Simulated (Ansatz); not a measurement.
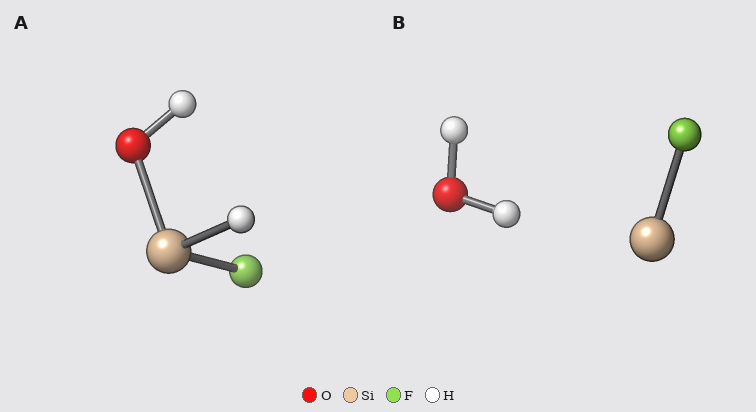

2 stationary structures of one formula. The species has charge −1 and is a spin singlet. Geometries: PBE0-D4/def2-TZVPD. Electronic energies: RHF-CCSD(T) (frozen core)/def2-TZVPPD (Ansatz 0.2.0), without zero-point energy. No frequency run is at hand to confirm each as a minimum.

### Rank them by energy, lowest first.

A is lowest (C1); B lies 68.9 kcal/mol above it (Cs).
